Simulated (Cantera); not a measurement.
Input: 1 mol borazine, 0.38 mol O₂, 100 mol N₂, at 13300 Pa.

These are equilibrium values from Cantera (NASA tables, ideal gas, pure condensed phases), not measurements of a reactor. Candidate condensed phases: B, BN, B₂O₃, B₃O₃H₃, H₂O; 39 gas species. The feed counts by its element totals alone. Mutual solubility and eutectic melting of coexisting phases are not modelled. Rates play no part.

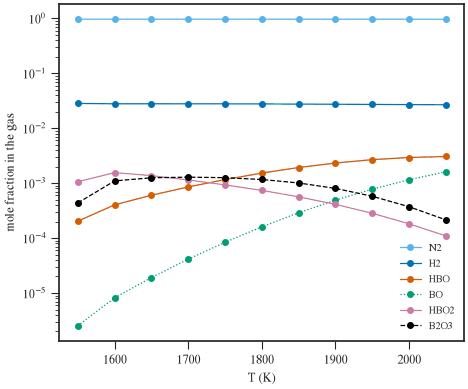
Figure. Equilibrium gas composition (values under 1e-9 drawn at 1e-9)

Q: Read off the mole fractions at 1600 K.

A: N₂ about 0.97, H₂ about 0.028, HBO₂ about 0.0016, B₂O₃ about 0.0011, HBO about 0.00040, BO about 8.2e-6.
